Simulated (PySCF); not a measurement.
System: C₄H₇ClO, SMILES CCCC(=O)Cl.

Simulated rotational absorption lines between 2 and 20 GHz at 5 K: rigid rotor with the equilibrium constants and dipole of one optimised conformer (PBE0-D3(BJ)/def2-SVP, PySCF 2.14.0), commonest isotopes; no centrifugal distortion, hyperfine structure, internal rotation or nuclear-spin weights; lines within 1 MHz of each other are summed. Lines of different type are drawn apart.

What are the rotational constants, and what kind of rotor is it?

Answer. Rotational constants A, B, C = 6.838, 1.318, 1.128 GHz; Ray's κ = −0.93, a near-prolate asymmetric top.

Which dipole components drive the lines?

Answer.
|μa|, |μb|, |μc| = 2.33, 1.60, 0.01 D; a-type lines carry 77 % of the intensity in this range.

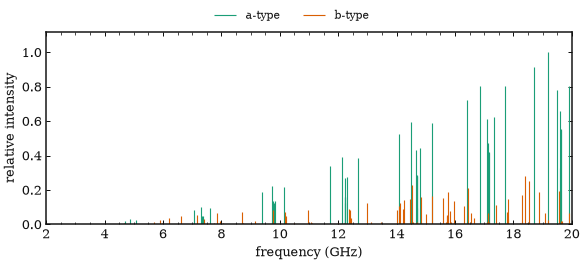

Note: coarse grid, loose stop and no frequency check, small forces are noise and the end may be a saddle.
